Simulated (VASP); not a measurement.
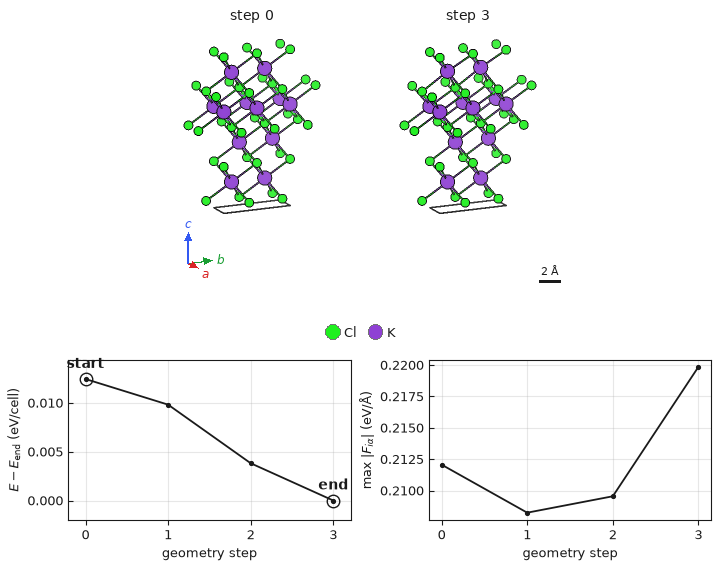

First and last geometry of a relaxation of a slab of composition K4Cl5, with the history of the run. Style: ball-and-stick. Shown: the 1 × 2 repeat of the cell, outlined in the plane, without the vacuum, slightly off an axis.

The run lets the atoms move in a fixed cell. 4 atoms are held fixed.

Computed with VASP 6.6.1, Kohn-Sham DFT of a periodic cell, PBE, VASP PAW PBE potentials, recommended.

Input file:
```
PREC = Accurate ; ENCUT = 520
EDIFF = 1E-6 ; ISMEAR = 0
SIGMA = 0.05 ; LREAL = F
LASPH = T ; NELM = 60
ALGO = Normal ; ISIF = 2
LWAVE = F ; LCHARG = F
LDIPOL = T ; IDIPOL = 3
DIPOL = 0.5 0.5 0.500 ; GGA = PE
IBRION = 2 ; NSW = 40
EDIFFG = -0.02
```

Run as
```bash
cat potpaw_PBE.64/Cl/POTCAR potpaw_PBE.64/K_sv/POTCAR > POTCAR
mpirun -np 1 vasp_std > vasp.out
```

Q: Did the run converge, and what did it change?

A: The run was cut off at its time limit before the relaxation converged, so the last structure is only a point on the way. The energy falls by 12.4 meV per cell of the calculation in 3 geometry steps. Largest force component: 0.21 eV/Å at the start, 0.22 eV/Å at the end. A K atom moves most: 0.10 Å along the normal (+c). Largest moves by element: K 0.10 Å, Cl 0.05 Å. The cell stays as it was. Near-neighbour distances that change, for instance: Cl–K 3.156 → 3.072 Å, Cl–K 3.156 → 3.231 Å, Cl–K 3.156 → 3.139 Å. Bond angles that change, for instance: Cl–K–Cl 180.0° → 175.9°, Cl–K–Cl 90.0° → 93.2°, K–Cl–K 90.0° → 93.2°.

```csv
step,"E − E(0), meV/atom","largest force component, eV/Å"
0,0.00,0.2121
1,-0.29,0.2082
2,-0.96,0.2095
3,-1.38,0.2199
```
